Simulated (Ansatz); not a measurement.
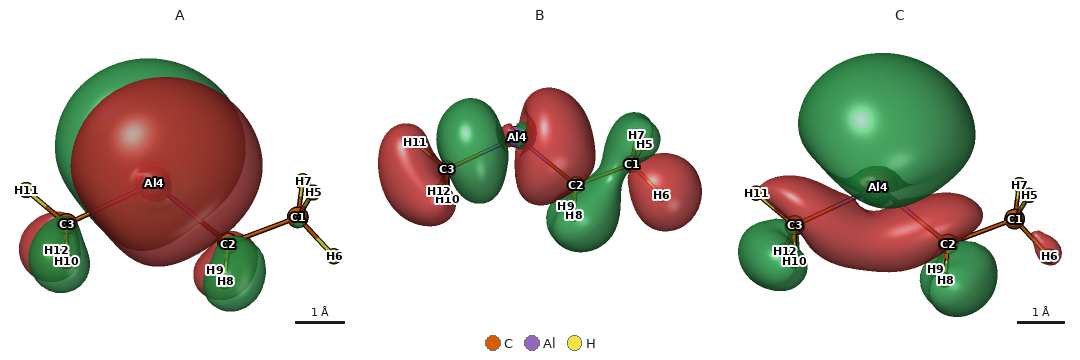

Figure. C3H8Al (SMILES C[CH2][Al][CH3]) (doublet). Three frontier orbitals at ±0.06 Å⁻³ᐟ² (green and red are the two phases), in no order.

Geometry: r2SCAN-D4/def2-SVP.

Theory: isolated molecule in a Gaussian basis; Kohn-Sham density functional theory, functional PBE0 in Ansatz.

```xyz
12

C    -1.1108   -2.1804    0.3607
C     0.0669   -1.2254    0.1594
C     2.5968    0.6600    1.3091
Al    1.1058   -0.5690    1.7195
H    -1.8910   -1.7354    1.0001
H    -1.5934   -2.4609   -0.5917
H    -0.7967   -3.1160    0.8522
H    -0.2612   -0.3076   -0.3726
H     0.8224   -1.6747   -0.5190
H     2.2117    1.5511    0.7788
H     3.1669    1.0118    2.1828
H     3.3082    0.1688    0.6191
```

Which picture is the HOMO−1, the HOMO and the LUMO? All are α orbitals.

B is the HOMO−1 (α) (−7.53 eV). Its weight (Hirshfeld) is mainly on C2 (about 30 %), C3 (about 25 %), Al4 (about 20 %) and C1 (about 10 %). C is the HOMO (α) (−4.99 eV). By Hirshfeld shares it lies mainly on Al4 (about 70 %), C2 (about 10 %) and C3 (about 10 %). A is the LUMO (α) (−1.31 eV). By Hirshfeld shares it lies mainly on Al4 (about 80 %).

What is the gap between the highest occupied and lowest empty α orbitals?

3.68 eV between the orbital energies.
